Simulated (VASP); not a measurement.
Band structure of Ge (space group P6_3/mmc). These are r2SCAN meta-GGA, VASP's PBE PAW potentials (set 64) (plane waves; VASP 6.6.1) values and carry that method's errors.

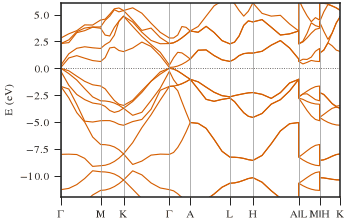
Fig. 1. Bands along high-symmetry lines, zero at the valence-band maximum or, without a gap, the Fermi level

Q: Read the plot: is there a gap, and where are the band edges?

A: The gap is direct, 0.07 eV, from the valence maximum at Γ to the conduction minimum at Γ.

The structure comes from a computed database's Ge entry (P6_3/mmc); how it stands against other phases isn't given here. It was relaxed first.
